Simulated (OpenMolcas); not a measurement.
**Single-point calculation, with input and output: GeHF₃ (part 2 of 2)**

GeHF₃; HF/ANO-R0, RHF, sfX2C (OpenMolcas 26.06). The geometry comes from this level: PBE0-D4/def2-TZVP.

Geometry of the input (Å):
```
F  -0.2498  -0.7341  1.4830
Ge 0.0956  -0.0087  -0.0233
F  -0.6731  1.5157  -0.0113
F  -0.7081  -0.9440  -1.2040
H  1.5852  0.0973  -0.2857
```

### What the program printed, continued
```
++    Natural Bond Order analysis
      ---------------------------
      Based on LoProp computed density
      -------------------------------------------------------------------------------------
      Atom A       Atom B       Bond Order
      -------------------------------------------------------------------------------------
      NBO located      0.999 non-bonded electrons on atom F1
      NBO located      0.993 non-bonded electrons on atom F1
      NBO located      0.995 non-bonded electrons on atom GE2
      NBO located      0.997 non-bonded electrons on atom GE2
      NBO located      0.998 non-bonded electrons on atom GE2
      NBO located      0.998 non-bonded electrons on atom GE2
      NBO located      0.998 non-bonded electrons on atom GE2
      NBO located      0.999 non-bonded electrons on atom GE2
      NBO located      0.999 non-bonded electrons on atom GE2
      NBO located      1.001 non-bonded electrons on atom GE2
      NBO located      0.999 non-bonded electrons on atom GE2
      NBO located      1.001 non-bonded electrons on atom GE2
      NBO located      1.000 non-bonded electrons on atom GE2
      NBO located      1.000 non-bonded electrons on atom GE2
      NBO located      1.000 non-bonded electrons on atom GE2
      NBO located      1.000 non-bonded electrons on atom GE2
      NBO located      0.999 non-bonded electrons on atom F3
      NBO located      1.018 non-bonded electrons on atom F3
      NBO located      0.981 non-bonded electrons on atom F3
      NBO located      0.999 non-bonded electrons on atom F4
      NBO located      1.018 non-bonded electrons on atom F4
      The remaining    9.710 electrons are to be considered as diffuse
--

++    Molecular properties:
      ---------------------

      Charge (e):
                      =   -0.0000
      Dipole Moment (debye):
      Origin of the operator (angstrom)=   -0.1692   -0.0275    0.0233
                   X= -1.4616E-01               Y= -1.0670E-02               Z=  2.6065E-02           Total=  1.4885E-01
      Quadrupole Moment (debye*angstrom):
      Origin of the operator (angstrom)=   -0.1692   -0.0275    0.0233
                  XX= -3.6176E+01              XY= -3.8398E-02              XZ=  9.5341E-02              YY= -3.5637E+01
                  YZ=  6.7174E-03              ZZ= -3.5652E+01
      In traceless form (debye*angstrom)
                  XX= -5.3140E-01              XY= -5.7596E-02              XZ=  1.4301E-01              YY=  2.7645E-01
                  YZ=  1.0076E-02              ZZ=  2.5495E-01
--

--- Stop Module: scf /rc=_RC_ALL_IS_WELL_ ---

--- Start Module: localisation ---

                                           &LOCALISATION

                       available to each process: 1.9 GB of memory, 1 thread

 Header from vector file:

* SCF orbitals

 Pipek-Mezey localisation
 Convergence threshold:   1.0000E-06 (functional)
 Convergence threshold:   1.0000E-02 (gradient)
 Screening threshold  :   1.0000E-10 (orbital rotations)
 Frozen orbitals      :     17
 Orbitals to localise :     13

 CPU  time for localisation procedure:      0.00 seconds

++    Molecular orbitals:
      -------------------

      Title: Final localised MO's

      Molecular orbitals for symmetry species 1: a

      Basis set list:
        1 F1     1s                 10 GE2    2px                19 GE2    3d2-               28 F3     2pz
        2 F1     2s                 11 GE2    3px                20 GE2    3d1-               29 F4     1s
        3 F1     2px                12 GE2    4px                21 GE2    3d0                30 F4     2s
        4 F1     2py                13 GE2    2py                22 GE2    3d1+               31 F4     2px
        5 F1     2pz                14 GE2    3py                23 GE2    3d2+               32 F4     2py
        6 GE2    1s                 15 GE2    4py                24 F3     1s                 33 F4     2pz
        7 GE2    2s                 16 GE2    2pz                25 F3     2s                 34 H5     1s
        8 GE2    3s                 17 GE2    3pz                26 F3     2px
        9 GE2    4s                 18 GE2    4pz                27 F3     2py

  Index Energy  Occupation Coefficients ...

    1 -411.0700    2.0000          6 GE2    1s     ( 0.994),

    2  -53.6520    2.0000          7 GE2    2s     ( 0.986),

    3  -46.7450    2.0000         10 GE2    2px    ( 0.982),

    4  -46.7450    2.0000         13 GE2    2py    ( 0.966),

    5  -46.7450    2.0000         16 GE2    2pz    ( 0.951),

    6  -25.9430    2.0000          1 F1     1s     (-0.957),

    7  -25.9430    2.0000         24 F3     1s     (-0.598),    29 F4     1s     ( 0.797),

    8  -25.9430    2.0000         24 F3     1s     ( 0.782),    29 F4     1s     ( 0.558),

    9   -7.6208    2.0000          8 GE2    3s     ( 0.992),

   10   -5.4319    2.0000         11 GE2    3px    ( 0.982),

   11   -5.4279    2.0000         17 GE2    3pz    ( 0.916),

   12   -5.4279    2.0000         14 GE2    3py    ( 0.932),

   13   -1.8293    2.0000         20 GE2    3d1-   ( 0.639),    21 GE2    3d0    (-0.522),    22 GE2    3d1+   ( 0.494),

   14   -1.8293    2.0000         19 GE2    3d2-   ( 0.743),    21 GE2    3d0    ( 0.386),

   15   -1.8260    2.0000         21 GE2    3d0    (-0.453),    23 GE2    3d2+   ( 0.828),

   16   -1.8181    2.0000         19 GE2    3d2-   (-0.530),    20 GE2    3d1-   ( 0.483),    21 GE2    3d0    ( 0.580),    23 GE2    3d2+   ( 0.343),

   17   -1.8181    2.0000         20 GE2    3d1-   (-0.496),    22 GE2    3d1+   ( 0.714),    23 GE2    3d2+   ( 0.358),

   18    0.0000    2.0000         30 F4     2s     (-0.950),

   19    0.0000    2.0000          2 F1     2s     ( 0.950),

   20    0.0000    2.0000         25 F3     2s     ( 0.950),

   21    0.0000    2.0000          9 GE2    4s     ( 0.328),    26 F3     2px    ( 0.358),    27 F3     2py    (-0.625),

   22    0.0000    2.0000         31 F4     2px    ( 0.840),    33 F4     2pz    (-0.464),

   23    0.0000    2.0000          5 F1     2pz    (-0.628),     9 GE2    4s     ( 0.328),

   24    0.0000    2.0000          9 GE2    4s     (-0.328),    31 F4     2px    (-0.372),    32 F4     2py    (-0.388),    33 F4     2pz    (-0.479),

   25    0.0000    2.0000          3 F1     2px    (-0.949),

   26    0.0000    2.0000         26 F3     2px    ( 0.848),    27 F3     2py    ( 0.438),

   27    0.0000    2.0000         32 F4     2py    (-0.804),    33 F4     2pz    ( 0.534),

   28    0.0000    2.0000          4 F1     2py    ( 0.879),

   29    0.0000    2.0000         28 F3     2pz    (-0.961),

   30    0.0000    2.0000         12 GE2    4px    ( 0.350),    34 H5     1s     ( 0.630),

   31    0.1533    0.0000          9 GE2    4s     (-1.218),    12 GE2    4px    (-0.648),    34 H5     1s     ( 1.223),

   32    0.2628    0.0000         15 GE2    4py    ( 1.066),

   33    0.2629    0.0000         18 GE2    4pz    ( 1.050),

   34    0.2987    0.0000         12 GE2    4px    ( 1.123),    34 H5     1s     (-0.680),

--

--- Stop Module: localisation /rc=_RC_ALL_IS_WELL_ ---

--- Start Module: localisation ---

                                           &LOCALISATION

                       available to each process: 1.9 GB of memory, 1 thread

 Header from vector file:

*Localised orbitals

 Pipek-Mezey localisation
 Convergence threshold:   1.0000E-06 (functional)
 Convergence threshold:   1.0000E-02 (gradient)
 Screening threshold  :   1.0000E-10 (orbital rotations)
 Frozen orbitals      :     30
 Orbitals to localise :      4

 CPU  time for localisation procedure:      0.00 seconds

++    Molecular orbitals:
      -------------------

      Title: Final localised MO's

      Molecular orbitals for symmetry species 1: a

      Basis set list:
        1 F1     1s                 10 GE2    2px                19 GE2    3d2-               28 F3     2pz
        2 F1     2s                 11 GE2    3px                20 GE2    3d1-               29 F4     1s
        3 F1     2px                12 GE2    4px                21 GE2    3d0                30 F4     2s
        4 F1     2py                13 GE2    2py                22 GE2    3d1+               31 F4     2px
        5 F1     2pz                14 GE2    3py                23 GE2    3d2+               32 F4     2py
        6 GE2    1s                 15 GE2    4py                24 F3     1s                 33 F4     2pz
        7 GE2    2s                 16 GE2    2pz                25 F3     2s                 34 H5     1s
        8 GE2    3s                 17 GE2    3pz                26 F3     2px
        9 GE2    4s                 18 GE2    4pz                27 F3     2py

  Index Energy  Occupation Coefficients ...

    1 -411.0700    2.0000          6 GE2    1s     ( 0.994),

    2  -53.6520    2.0000          7 GE2    2s     ( 0.986),

    3  -46.7450    2.0000         10 GE2    2px    ( 0.982),

    4  -46.7450    2.0000         13 GE2    2py    ( 0.966),

    5  -46.7450    2.0000         16 GE2    2pz    ( 0.951),

    6  -25.9430    2.0000          1 F1     1s     (-0.957),

    7  -25.9430    2.0000         24 F3     1s     (-0.598),    29 F4     1s     ( 0.797),

    8  -25.9430    2.0000         24 F3     1s     ( 0.782),    29 F4     1s     ( 0.558),

    9   -7.6208    2.0000          8 GE2    3s     ( 0.992),

   10   -5.4319    2.0000         11 GE2    3px    ( 0.982),

   11   -5.4279    2.0000         17 GE2    3pz    ( 0.916),

   12   -5.4279    2.0000         14 GE2    3py    ( 0.932),

   13   -1.8293    2.0000         20 GE2    3d1-   ( 0.639),    21 GE2    3d0    (-0.522),    22 GE2    3d1+   ( 0.494),

   14   -1.8293    2.0000         19 GE2    3d2-   ( 0.743),    21 GE2    3d0    ( 0.386),

   15   -1.8260    2.0000         21 GE2    3d0    (-0.453),    23 GE2    3d2+   ( 0.828),

   16   -1.8181    2.0000         19 GE2    3d2-   (-0.530),    20 GE2    3d1-   ( 0.483),    21 GE2    3d0    ( 0.580),    23 GE2    3d2+   ( 0.343),

   17   -1.8181    2.0000         20 GE2    3d1-   (-0.496),    22 GE2    3d1+   ( 0.714),    23 GE2    3d2+   ( 0.358),

   18    0.0000    2.0000         30 F4     2s     (-0.950),

   19    0.0000    2.0000          2 F1     2s     ( 0.950),

   20    0.0000    2.0000         25 F3     2s     ( 0.950),

   21    0.0000    2.0000          9 GE2    4s     ( 0.328),    26 F3     2px    ( 0.358),    27 F3     2py    (-0.625),

   22    0.0000    2.0000         31 F4     2px    ( 0.840),    33 F4     2pz    (-0.464),

   23    0.0000    2.0000          5 F1     2pz    (-0.628),     9 GE2    4s     ( 0.328),

   24    0.0000    2.0000          9 GE2    4s     (-0.328),    31 F4     2px    (-0.372),    32 F4     2py    (-0.388),    33 F4     2pz    (-0.479),

   25    0.0000    2.0000          3 F1     2px    (-0.949),

   26    0.0000    2.0000         26 F3     2px    ( 0.848),    27 F3     2py    ( 0.438),

   27    0.0000    2.0000         32 F4     2py    (-0.804),    33 F4     2pz    ( 0.534),

   28    0.0000    2.0000          4 F1     2py    ( 0.879),

   29    0.0000    2.0000         28 F3     2pz    (-0.961),

   30    0.0000    2.0000         12 GE2    4px    ( 0.350),    34 H5     1s     ( 0.630),

   31    0.0000    0.0000          9 GE2    4s     ( 0.947),    12 GE2    4px    ( 1.103),    34 H5     1s     (-1.399),

   32    0.0000    0.0000          9 GE2    4s     (-0.468),    12 GE2    4px    ( 0.466),    15 GE2    4py    (-0.855),    25 F3     2s     ( 0.520),
                                  27 F3     2py    (-0.559),

   33    0.0000    0.0000          2 F1     2s     ( 0.520),     5 F1     2pz    (-0.555),     9 GE2    4s     (-0.468),    18 GE2    4pz    (-0.853),

   34    0.0000    0.0000          9 GE2    4s     ( 0.468),    12 GE2    4px    (-0.486),    15 GE2    4py    (-0.528),    18 GE2    4pz    (-0.658),
                                  30 F4     2s     (-0.520),    32 F4     2py    (-0.344),    33 F4     2pz    (-0.431),

--

--- Stop Module: localisation /rc=_RC_ALL_IS_WELL_ ---

.##################.
.# Happy landing! #.
.##################.

    Timing: Wall=2.40 User=1.99 System=0.39
```

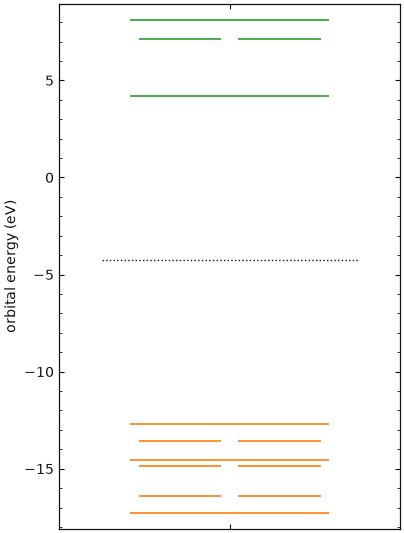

Figure 1. Orbital energies near the frontier; the dotted line parts filled from empty levels, and levels within 0.02 eV of each other stand side by side. Highest filled −12.69 eV, lowest empty 4.17 eV, 16.86 eV apart.

### Results in brief

- outcome: converged
- total energy: −2395.874648 hartree
- basis functions: 34
- HOMO: −12.69 eV
- LUMO: 4.17 eV
- dipole moment: 0.15 debye
- wall time: 2.5 s
- peak memory: 0.41 GiB
